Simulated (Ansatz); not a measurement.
# C2H5AlBN (SMILES B[C]1=C[NH][AlH]1): B2PLYP/6-31G(d) (spherical functions)

Aim: the energy change on altering one bond length of C2H5AlBN at B2PLYP/6-31G* (spherical functions), from 2 runs. 

The results are computed with Ansatz 0.2.0.

127 further runs of the same task are left out: 127 set aside as unsound or not needed.

## (1) The structure to begin with

C2H5AlBN: 10 atoms, total charge 0, spin state singlet. SMILES: `B[C]1=C[NH][AlH]1`. Geometry: relaxed at PBE0-D4/def2-TZVP.

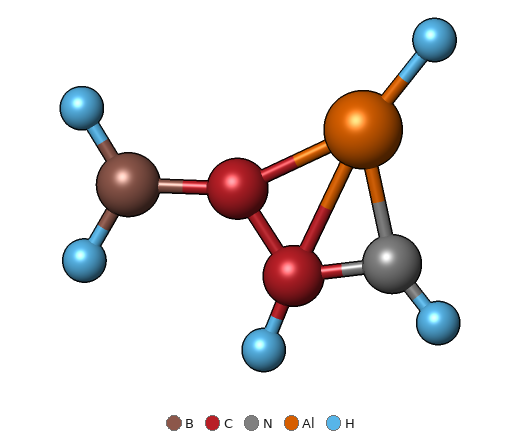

Viewed from a chosen angle; boron brown, carbon red, nitrogen grey, aluminium orange, hydrogen blue.

## (2) The energy at B2PLYP/6-31G(d) (spherical functions)

input.yaml

```yaml
crystal:
  periodic: [false, false, false]
  atoms:
    - symbol: B
      position_ang: [-1.253000, 0.576700, -1.418700]
    - symbol: C
      position_ang: [-0.143800, 0.242800, -0.478800]
    - symbol: C
      position_ang: [-0.315000, -0.471300, 0.702300]
    - symbol: N
      position_ang: [0.820900, -0.673500, 1.422800]
    - symbol: Al
      position_ang: [1.688500, 0.264900, 0.080500]
    - symbol: H
      position_ang: [-2.375700, 0.217000, -1.161700]
    - symbol: H
      position_ang: [-1.076200, 1.195400, -2.432600]
    - symbol: H
      position_ang: [-1.273000, -0.859200, 1.061700]
    - symbol: H
      position_ang: [0.792000, -1.179400, 2.289700]
    - symbol: H
      position_ang: [3.218400, 0.635500, -0.062200]
basis:
  gaussian:
    orbitals: 6-31G_st_-spherical.json
hamiltonian:
  xc: {name: B2PLYP}
correlation:
  frozen_orbitals: {Al: 5, B: 1, C: 1, H: 0, "N": 1}
accuracy: high
output:
  orbitals: {seedname: orbitals}
```

The basis set 6-31G* is read from a file made from the Basis Set Exchange's data (not shown).

Command:

```sh
$ ansatz run input.yaml --threads 1 --pin off --max-ram 3480MiB --events-out events.jsonl --progress --plain --runs-dir runs
```

The log of the run:

```text
Warning: RAYON_NUM_THREADS=1 ignored (pool sized by the plan → 1); use --threads N
Functional definition: B2PLYP
  name "B2PLYP"
  parameter a = 0.53
  parameter c = 0.27
  exchange = (1 - a)*b88_x + a*exact_x
  correlation = (1 - c)*lyp_c + c*(mp2_os + mp2_ss)
2027 factors; integrals over basis functions are off by at most 3.5e-9 eV
mean field evaluation 1: about -10898.4851 eV, gradient 4.7e1 eV
mean field evaluation 2: about -10898.5723 eV, gradient 4.7e1 eV
mean field evaluation 4: about -10903.7656 eV, gradient 3.5e0 eV
mean field evaluation 8: about -10903.8099 eV, gradient 6.3e-1 eV
mean field evaluation 16: about -10903.8109 eV, gradient 2.4e-4 eV
mean field -10903.81088663 eV, -400.7076592153 hartree, gradient 9.9e-8 eV, S^2 0.000000; 0 other end points of the search recorded, 0 dependent functions left out
9 core orbitals not correlated: weight in the atoms' cores, before any rotation towards them, 1.000 or more for the frozen orbitals, at most 0.000 for the correlated occupied ones
reference -10903.81091431 eV, -400.7076602323 hartree; 12, 12 occupied and 63, 63 virtual orbitals, 2027 factors
second order -18.15416352 eV of doubles, -0.00000000 eV of singles
Total energy: -10908.71253846 eV, -400.8877915974 hartree
```

Run time: 13 s. Hardware: 1 thread of Arm Neoverse V1, shared host; peak memory 0.29 GiB.

## (3) The distorted shape

job.yaml

```yaml
basis:
  gaussian: {orbitals: 6-31G_st_-spherical.json}
crystal:
  periodic: [false, false, false]
  atoms:
    - symbol: B
      position_ang: [-1.394436, 0.081756, -0.607606]
    - symbol: C
      position_ang: [-0.285236, -0.252144, 0.332294]
    - symbol: C
      position_ang: [-0.456436, -0.966244, 1.513394]
    - symbol: N
      position_ang: [0.679464, -1.168444, 2.233894]
    - symbol: Al
      position_ang: [1.547064, -0.230044, 0.891594]
    - symbol: H
      position_ang: [-2.517136, -0.277944, -0.350606]
    - symbol: H
      position_ang: [-1.076200, 1.195400, -2.432600]
    - symbol: H
      position_ang: [-1.414436, -1.354144, 1.872794]
    - symbol: H
      position_ang: [0.650564, -1.674344, 3.100794]
    - symbol: H
      position_ang: [3.076964, 0.140556, 0.748894]
hamiltonian: {xc: {name: B2PLYP}}
correlation: {frozen_orbitals: {Al: 5, B: 1, C: 1, H: 0, "N": 1}}
accuracy: high
output: {orbitals: {seedname: orbitals}}
```

The basis set 6-31G* is read from a file made from the Basis Set Exchange's data (not shown).

Command:

```sh
$ ansatz run job.yaml --threads 1 --pin off --max-ram 3480MiB --events-out events.jsonl --progress --plain --runs-dir runs
```

The log of the run:

```text
Warning: RAYON_NUM_THREADS=1 ignored (pool sized by the plan → 1); use --threads N
Functional definition: B2PLYP
  name "B2PLYP"
  parameter a = 0.53
  parameter c = 0.27
  exchange = (1 - a)*b88_x + a*exact_x
  correlation = (1 - c)*lyp_c + c*(mp2_os + mp2_ss)
2025 factors; integrals over basis functions are off by at most 3.4e-9 eV
mean field evaluation 1: about -10895.5427 eV, gradient 4.6e1 eV
mean field evaluation 2: about -10895.6278 eV, gradient 4.6e1 eV
mean field evaluation 4: about -10900.5616 eV, gradient 4.1e0 eV
mean field evaluation 8: about -10900.6188 eV, gradient 4.8e-1 eV
mean field evaluation 16: about -10900.6195 eV, gradient 3.7e-4 eV
mean field -10900.61948361 eV, -400.5903773175 hartree, gradient 9.7e-8 eV, S^2 0.000000; 0 other end points of the search recorded, 0 dependent functions left out; unrestricted orbitals would lower it
9 core orbitals not correlated: weight in the atoms' cores, before any rotation towards them, 1.000 or more for the frozen orbitals, at most 0.000 for the correlated occupied ones
reference -10900.61951196 eV, -400.5903783594 hartree; 12, 12 occupied and 63, 63 virtual orbitals, 2025 factors
second order -18.64364931 eV of doubles, -0.00000000 eV of singles
Total energy: -10905.65329728 eV, -400.7753665576 hartree
```

It took 13 s on 1 thread of Arm Neoverse V1, shared host; peak memory 0.29 GiB.

## (4) Summary of results

Level: B2PLYP/6-31G* (spherical functions), 9 core orbitals frozen.

| quantity | value |
| --- | --- |
| first shape: total energy | -400.88779 Eh |
| first shape: HOMO energy (SCF part's orbitals) | -6.77 eV |
| first shape: LUMO energy (SCF part's orbitals) | -0.23 eV |
| first shape: HOMO–LUMO gap (SCF part's orbitals) | 6.54 eV |
| distorted shape: total energy | -400.77537 Eh |
| distorted shape: HOMO energy (SCF part's orbitals) | -6.70 eV |
| distorted shape: LUMO energy (SCF part's orbitals) | -0.53 eV |
| distorted shape: HOMO–LUMO gap (SCF part's orbitals) | 6.17 eV |
| energy change with the B1–H7 bond stretched from 1.201 to 2.161 Å | 3.059 eV |

In words: With the B1–H7 bond stretched from 1.201 to 2.161 Å the energy rises by 3.06 eV (71 kcal/mol). The first shape isn't relaxed at this level, so the change isn't measured from a minimum. The restricted solution (distorted shape) is unstable to spin breaking: an unrestricted one lies lower.
